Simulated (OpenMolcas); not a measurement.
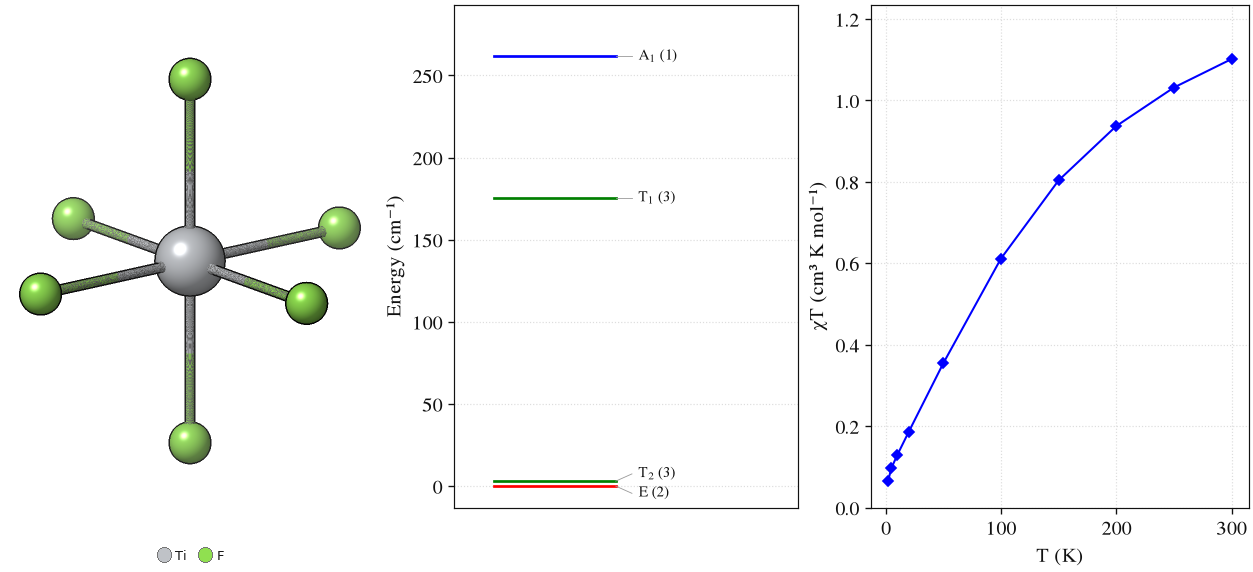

Ti²⁺ (3d²) as a dopant in CsCaF₃, a cluster with its 6 nearest F⁻ at 2.203 Å (octahedron) embedded in model potentials and point charges; the geometry was set, not optimised, and its levels and susceptibility. Labels give the representation in O, Td, D4 or D3 as the site allows (double group for half-integer spin) where it could be assigned and, in brackets, the degeneracy; spin-free states, where drawn, share the zero of the spin-orbit levels. The calculation used state-averaged SS-CASPT2, IPEA shift 0.25, imaginary shift 0.1 hartree, closed shells 3s 3p correlated, active space 2 electrons in the shell 3d, basis ANO-RCC-VTZP on the metal and ANO-RCC-VDZP on the ligands, DKH2 scalar Hamiltonian, spin-orbit coupling by RASSI with atomic mean-field integrals (OpenMolcas). Powder susceptibility by Van Vleck's formula.

Describe the ground state and the low levels.

Answer. The ground level is E, doubly degenerate, 100 % from states of spin multiplicity 3. Its principal g values are all close to zero. The next level lies at 3.0 cm⁻¹ (T₂). χT is 0.0644 cm³ K mol⁻¹ at 2 K and 1.10 at 300 K, an effective moment of 2.97 μB.

Note: the geometry is set by hand, with no relaxation and no charge compensation.
